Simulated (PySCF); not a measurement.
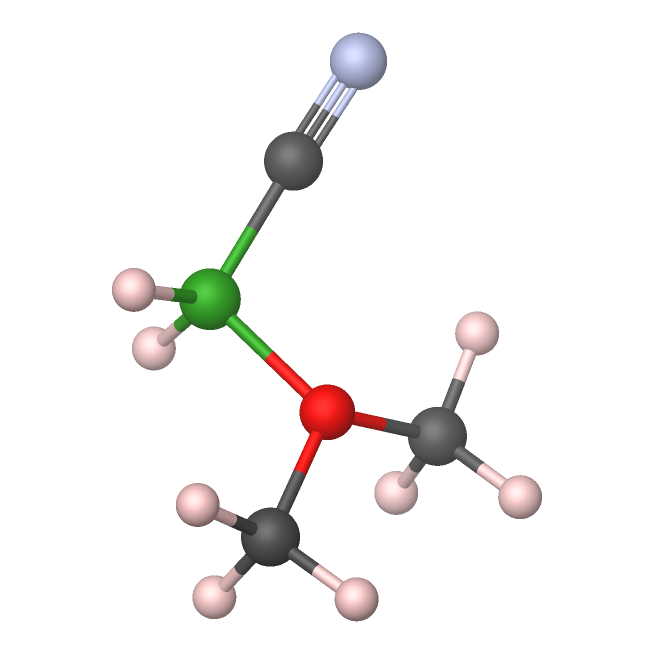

A ball-and-stick model of a molecule. Double and triple bonds are drawn as two and three sticks. Colours: carbon dark grey, oxygen red, boron green, nitrogen light blue, hydrogen pink.

**What is the molecular formula?**

C₃H₈BNO, 14 atoms: 3 carbon, 8 hydrogen, 1 boron, 1 nitrogen and 1 oxygen.

**Describe its rings.**

It has no ring.

**Which point group does it belong to?**

C1.

**Give a SMILES string for it.**

C[O+](C)[BH2-]C#N

The parts below concern this one geometry. Atoms keep their numbers from picture to picture. Computed geometry: PBE0-D3(BJ)/def2-SVP optimisation. No frequency run is at hand to confirm it as a minimum.

Shape

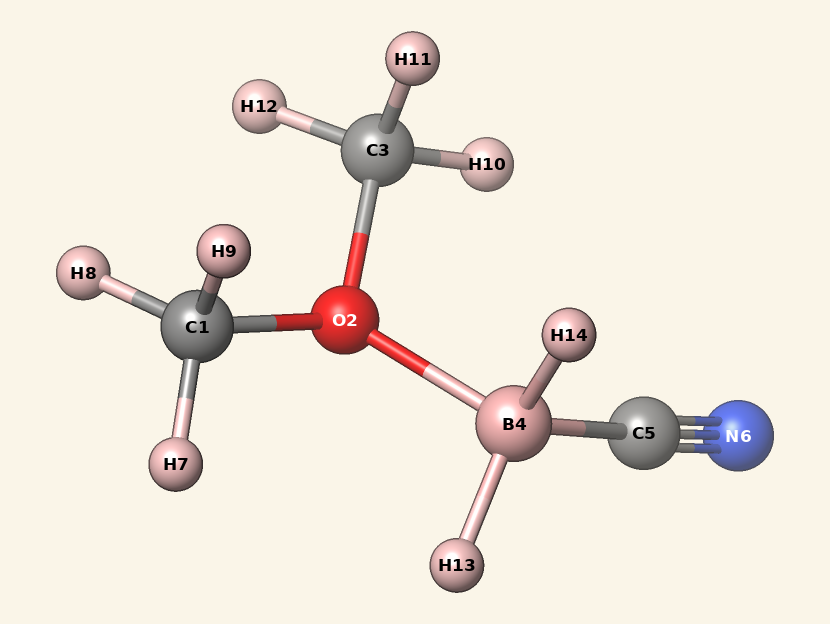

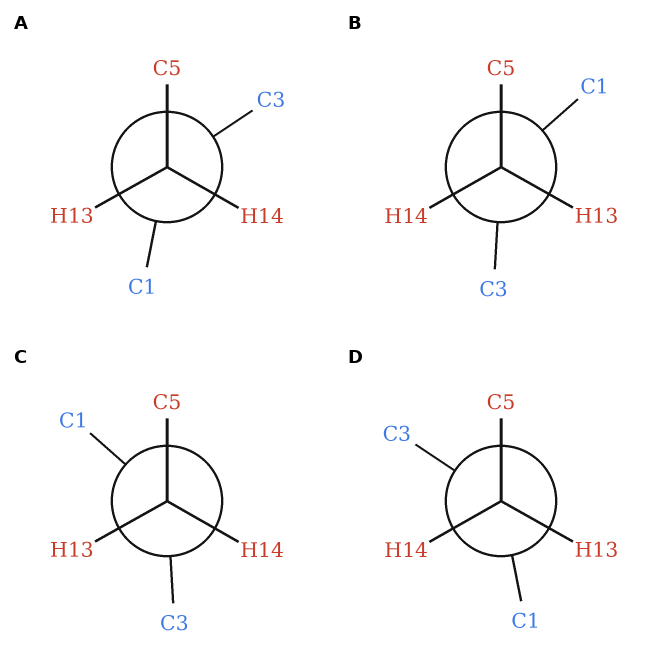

Atoms fade into the background with distance from the viewer. Bonds that would overlap in a projection are set slightly apart. No frequency run is at hand to confirm it as a minimum.

**Which Newman projection shows the view along B4–O2, with B4 in front?**

D. The torsion angle C5–B4–O2–C1 is 169°, antiperiplanar (anti).

Polarisability

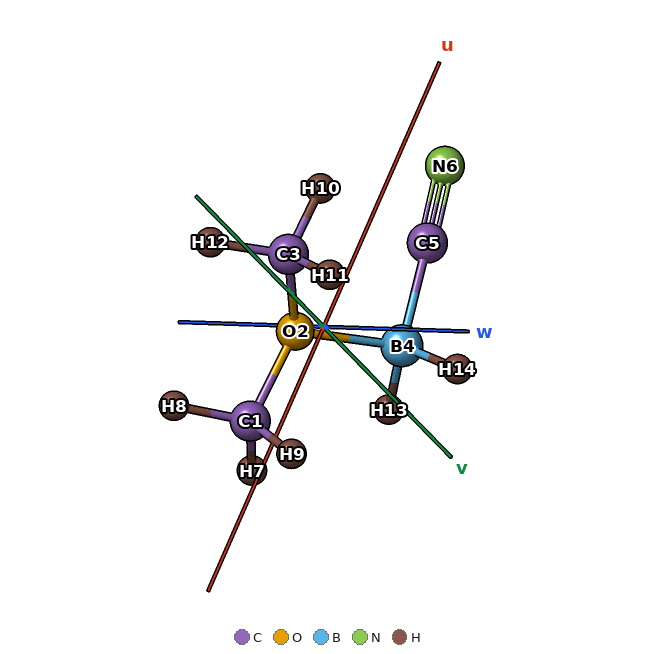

The lines u, v and w are the principal axes of the static dipole polarisability. No frequency run is at hand to confirm it as a minimum. Method: PBE0/6-31G* (PySCF 2.14.0).

**Along which axis is the molecule most polarisable, and along which least?**

Most along u (nearly parallel to the C1–O2 bond), least along w.

**Give the three principal values.**

u 64.1, v 47.6, w 41.7 bohr³; mean 51.1, anisotropy 20.1 bohr³.

Quadrupole coupling

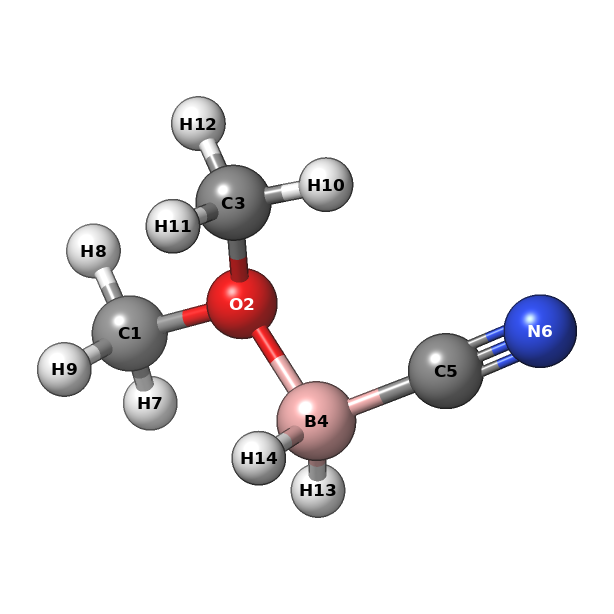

No frequency run is at hand to confirm it as a minimum. Electric field gradients from the ground-state density, PBE0/def2-TZVP (PySCF 2.14.0), non-relativistic apart from any core potentials.

Give the largest field-gradient component, the quadrupole coupling constant and the asymmetry for 17O at O2 (Q = −25.6 mb), 11B at B4 (Q = 40.59 mb), 14N at N6 (Q = 20.44 mb).

```tsv
atom	V_zz (a.u.)	e²qQ/h (MHz)	η
O2	−1.945	11.70	0.52
B4	0.314	2.99	0.39
N6	−1.035	−4.97	0.23
```

Excitation

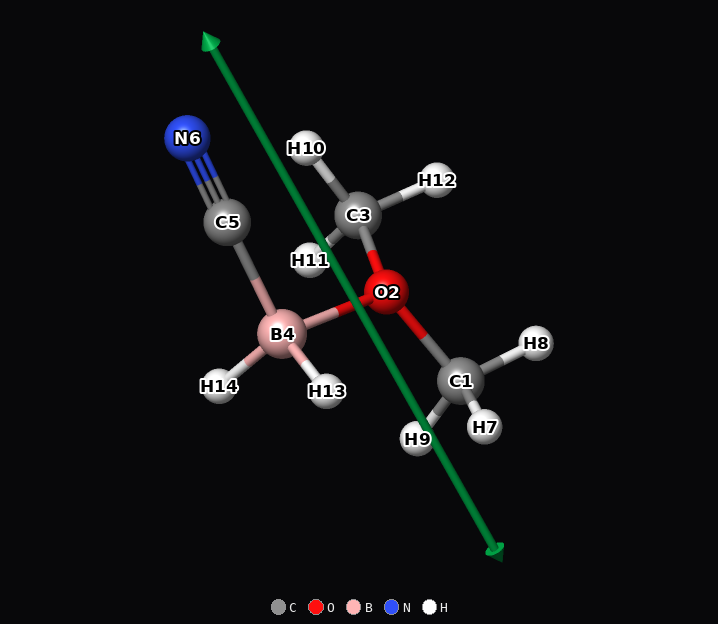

The double arrow shows the direction of the transition dipole to excited singlet state 9 (its length means nothing). No frequency run is at hand to confirm it as a minimum. Properties computed with TDDFT PBE0/6-31G*, vertical, gas phase, core orbitals frozen in the response (PySCF 2.14.0).

**How is the transition polarised?**

Nearly parallel to the B4–C5 bond.

**Where does the transition lie, and how strong is it?**

9.27 eV (134 nm), oscillator strength 0.17, of mixed character, with the largest part HOMO → LUMO+1 (weight 0.25); transition dipole 2.22 D.
